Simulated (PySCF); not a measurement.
# GeSiH5Cl (SMILES [SiH3][GeH2][Cl]) at 5 levels

Aim: a comparison of 5 runs (HF/def2-SVP, B3LYP/6-31G*, TPSSh/6-311G**, SVWN5/cc-pVTZ, MP2/pcseg-1) of GeSiH5Cl. Input form: a Python script.

Program for the calculation: PySCF 2.14.0.

**1. The structure to begin with**

GeSiH5Cl: 8 atoms, total charge 0, spin state singlet. SMILES: `[SiH3][GeH2][Cl]`. The shape is that of a PBE0-D4/def2-TZVP optimisation.

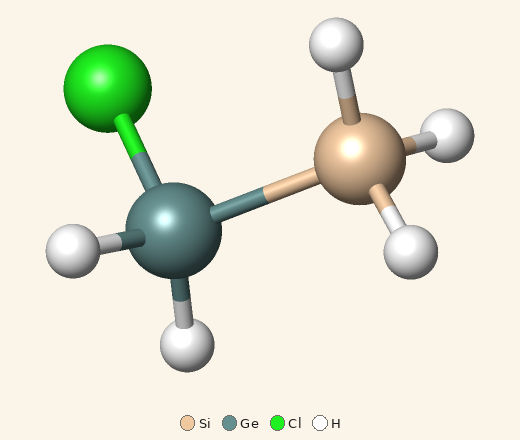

Viewed from a chosen angle; silicon light orange, germanium teal, chlorine green, hydrogen white.

**2. Energy and forces at HF/def2-SVP (run 1)**

Contents of run.py:

```python
from pyscf import gto

mol = gto.M(
    atom=[
    ('Si', (-0.863600, 0.827300, -0.302500)),
    ('Ge', (0.738300, -0.882000, 0.118400)),
    ('Cl', (1.963100, -0.183700, 1.766200)),
    ('H', (-1.744900, 0.416200, -1.427300)),
    ('H', (-0.149800, 2.078700, -0.658900)),
    ('H', (-1.678500, 1.035600, 0.920200)),
    ('H', (1.703100, -1.135200, -1.051200)),
    ('H', (0.124600, -2.213900, 0.579200)),
],
    max_memory=1860,
    verbose=4,
    basis='def2-svp',
    spin=0,
)

calc0 = mol.RHF()
calc0.conv_tol = 1e-10
calc0.kernel()
if not calc0.converged:
    calc0 = calc0.newton().run(calc0.mo_coeff, calc0.mo_occ)

e_final = calc0.e_tot
print('E = %.10f Eh' % e_final)
grad = calc0.nuc_grad_method().kernel()
dip = calc0.dip_moment()
pop, q = calc0.mulliken_pop()
```

Run with:

```console
$ OMP_NUM_THREADS=1 python run.py
```

The program printed:

```text
PySCF version 2.14.0

[... 62 lines left out ...]
converged SCF energy = -2826.24774177157
[... 12 lines left out ...]
Dipole moment(X, Y, Z, Debye): -1.53895, -0.35362, -1.72322
[... 63 lines left out ...]
pop of  2 Cl 4pz          1.06372
pop of  2 Cl 3dxy         0.00199
pop of  2 Cl 3dyz         0.00330
pop of  2 Cl 3dz^2        0.00349
pop of  2 Cl 3dxz         0.00719
pop of  2 Cl 3dx2-y2      0.00148
pop of  3 H 1s            0.73791
pop of  3 H 2s            0.37678
pop of  3 H 2px           0.00410
pop of  3 H 2py           0.00135
pop of  3 H 2pz           0.00592
pop of  4 H 1s            0.73676
pop of  4 H 2s            0.36376
pop of  4 H 2px           0.00284
pop of  4 H 2py           0.00758
pop of  4 H 2pz           0.00113
pop of  5 H 1s            0.73677
pop of  5 H 2s            0.36374
pop of  5 H 2px           0.00361
pop of  5 H 2py           0.00094
pop of  5 H 2pz           0.00701
pop of  6 H 1s            0.71782
pop of  6 H 2s            0.38250
pop of  6 H 2px           0.00492
pop of  6 H 2py           0.00119
pop of  6 H 2pz           0.00636
pop of  7 H 1s            0.71782
pop of  7 H 2s            0.38249
pop of  7 H 2px           0.00232
pop of  7 H 2py           0.00857
pop of  7 H 2pz           0.00158
 ** Mulliken atomic charges  **
charge of    0Si =      0.41010
charge of    1Ge =      0.54427
charge of    2Cl =     -0.37859
charge of    3H =     -0.12606
charge of    4H =     -0.11208
charge of    5H =     -0.11206
charge of    6H =     -0.11280
charge of    7H =     -0.11278
```

It took 6.6 s on 1 thread of Arm Neoverse V2, shared host; peak memory 0.19 GiB.

**3. Energy and gradient at B3LYP/6-31G(d) (Cartesian functions) (run 2)**

Contents of job.py:

```python
import pyscf.grad
from pyscf import gto, dft

mol = gto.M(
    atom='''
Si    -1.631967     1.563370    -0.571642
Ge     1.395185    -1.666738     0.223744
Cl     3.709721    -0.347143     3.337634
H     -3.297383     0.786504    -2.697206
H     -0.283081     3.928174    -1.245141
H     -3.171905     1.957000     1.738926
H      3.218393    -2.145217    -1.986480
H      0.235460    -4.183665     1.094529
''',
    charge=0,
    max_memory=1860,
    basis='6-31g*',
    spin=0,
    unit='bohr',
    verbose=3,
    cart=True,
)

myscf = dft.RKS(mol, xc='b3lyp')
myscf.conv_tol = 1e-10
myscf.grids.level = 5
myscf.kernel()
if not myscf.converged:
    myscf = myscf.newton().run(myscf.mo_coeff, myscf.mo_occ)

e_tot = myscf.e_tot
print('E = %.10f Eh' % e_tot)
grad = myscf.Gradients().kernel()
myscf.analyze()
```

Run with:

```console
$ OMP_NUM_THREADS=1 python job.py
```

The program printed:

```text
converged SCF energy = -2829.50155581626
[... 15 lines left out ...]
MO #6   energy= -44.3644502141013  occ= 2
[... 6 lines left out ...]
MO #13  energy= -5.29757012157232  occ= 2
[... 6 lines left out ...]
MO #20  energy= -1.2417150850544   occ= 2
[... 6 lines left out ...]
MO #27  energy= -0.524507505391863 occ= 2
[... 6 lines left out ...]
MO #34  energy= -0.287301114227642 occ= 2
[... 6 lines left out ...]
MO #41  energy= 0.115965541483528  occ= 0
[... 6 lines left out ...]
MO #48  energy= 0.233238915244854  occ= 0
[... 6 lines left out ...]
MO #55  energy= 0.566070925351467  occ= 0
[... 6 lines left out ...]
MO #62  energy= 0.694458046936044  occ= 0
[... 6 lines left out ...]
MO #69  energy= 1.11156807034956   occ= 0
[... 6 lines left out ...]
MO #76  energy= 3.30210549570457   occ= 0
[... 6 lines left out ...]
MO #83  energy= 86.63730956936     occ= 0
[... 9 lines left out ...]
Dipole moment(X, Y, Z, Debye): -1.59306, -0.33928, -1.76635
```

Wall time 29 s (1 thread of Arm Neoverse V2, shared host); peak memory 0.81 GiB.

Runs 3 to 4 aren't shown in full; the table further down has their settings and results.

**4. Energy and gradient at MP2/pcseg-1 (run 5)**

Contents of input.py:

```python
from pyscf import gto, scf, mp

mol = gto.Mole()
mol.atom = '''
Si    -0.863600     0.827300    -0.302500
Ge     0.738300    -0.882000     0.118400
Cl     1.963100    -0.183700     1.766200
H     -1.744900     0.416200    -1.427300
H     -0.149800     2.078700    -0.658900
H     -1.678500     1.035600     0.920200
H      1.703100    -1.135200    -1.051200
H      0.124600    -2.213900     0.579200
'''
mol.basis = 'pcseg-1'
mol.verbose = 4
mol.max_memory = 1860
mol.build()

mf = scf.RHF(mol)
mf.conv_tol = 1e-10
mf.kernel()
if not mf.converged:
    mf = mf.newton().run(mf.mo_coeff, mf.mo_occ)

pt = mp.MP2(mf, frozen=19).run()
e_final = pt.e_tot
print('E(%s) = %.9f' % ('MP2', e_final))
grad = pt.nuc_grad_method().kernel()
mf.analyze()
```

Run with:

```console
$ OMP_NUM_THREADS=1 python input.py
```

The program printed:

```text
PySCF version 2.14.0

[... 84 lines left out ...]
Two-electron Energy =                 1444.319619565090761
[... 10 lines left out ...]
MO #7   energy= -46.2530941406527  occ= 2
[... 8 lines left out ...]
MO #16  energy= -5.21355957849633  occ= 2
[... 8 lines left out ...]
MO #25  energy= -1.07426717347039  occ= 2
[... 8 lines left out ...]
MO #34  energy= -0.403791496449409 occ= 2
[... 8 lines left out ...]
MO #43  energy= 0.285297401241416  occ= 0
[... 8 lines left out ...]
MO #52  energy= 0.562213998990695  occ= 0
[... 8 lines left out ...]
MO #61  energy= 0.824667937276325  occ= 0
[... 8 lines left out ...]
MO #70  energy= 1.17198874453734   occ= 0
[... 8 lines left out ...]
MO #79  energy= 2.26076104296435   occ= 0
[... 8 lines left out ...]
MO #88  energy= 2.86750116748713   occ= 0
[... 60 lines left out ...]
pop of  2 Cl 3dxy         0.00135
pop of  2 Cl 3dyz         0.00231
pop of  2 Cl 3dz^2        0.00239
pop of  2 Cl 3dxz         0.00506
pop of  2 Cl 3dx2-y2      0.00098
pop of  3 H 1s            1.10574
pop of  3 H 2s            0.00228
pop of  3 H 2px           0.00133
pop of  3 H 2py           0.00025
pop of  3 H 2pz           0.00203
pop of  4 H 1s            1.09718
pop of  4 H 2s            0.00257
pop of  4 H 2px           0.00081
pop of  4 H 2py           0.00261
pop of  4 H 2pz           0.00024
pop of  5 H 1s            1.09717
pop of  5 H 2s            0.00257
pop of  5 H 2px           0.00112
pop of  5 H 2py           0.00012
pop of  5 H 2pz           0.00241
pop of  6 H 1s            1.08089
pop of  6 H 2s            0.00365
pop of  6 H 2px           0.00132
pop of  6 H 2py           0.00010
pop of  6 H 2pz           0.00165
pop of  7 H 1s            1.08087
pop of  7 H 2s            0.00365
pop of  7 H 2px           0.00044
pop of  7 H 2py           0.00228
pop of  7 H 2pz           0.00035
 ** Mulliken atomic charges  **
charge of    0Si =      0.37458
charge of    1Ge =      0.49611
charge of    2Cl =     -0.37707
charge of    3H =     -0.11162
charge of    4H =     -0.10340
charge of    5H =     -0.10339
charge of    6H =     -0.08761
charge of    7H =     -0.08759
Dipole moment(X, Y, Z, Debye): -1.83636, -0.32612, -1.99305
```

It took 18 s on 1 thread of Arm Neoverse V2, shared host; peak memory 0.74 GiB.

**5. All runs side by side**

```csv
run,level,Cartesian functions,integration grid,energy (Eh),dipole moment (D) of the reference,HOMO energy (eV),LUMO energy (eV),wall time
1,HF/def2-SVP,no,–,-2826.247742,2.34,-10.87,2.90,6.6 s
2,B3LYP/6-31G* (Cartesian functions),yes,5,-2829.501556,2.40,-7.82,-0.80,29 s
3,TPSSh/6-311G**,no,5,-2829.724169,2.42,-7.61,-1.12,87 s
4,SVWN5/cc-pVTZ,no,5,-2823.972402,2.09,-7.04,-1.79,99 s
5,MP2/pcseg-1,no,–,-2826.750836,2.73,-10.99,2.50,18 s
```

**6. Summary of results**

| quantity | value |
| --- | --- |
| run 5: total energy | -2826.75084 Eh |
| run 5: dipole moment (Hartree–Fock density) | 2.73 D |
| run 5: HOMO energy (Hartree–Fock orbitals) | -10.99 eV |
| run 5: LUMO energy (Hartree–Fock orbitals) | 2.50 eV |
| run 5: HOMO–LUMO gap (Hartree–Fock orbitals) | 13.48 eV |
| run 5: correlation energy (19 core orbitals frozen) | -333.1 mEh |
| run 5: largest force on an atom | 0.568 eV/Å |

Over runs 1, 2, 3, 4 the dipole moment (its size) runs from 2.09 D (SVWN5/cc-pVTZ) to 2.42 D (TPSSh/6-311G**). The two ends differ in method and basis. Over runs 1, 2, 3, 4 the HOMO–LUMO gap runs from 5.25 eV (SVWN5/cc-pVTZ) to 13.77 eV (HF/def2-SVP). Totals of different functionals can't be ranked against each other. All runs together took 4 min, the longest 99 s.
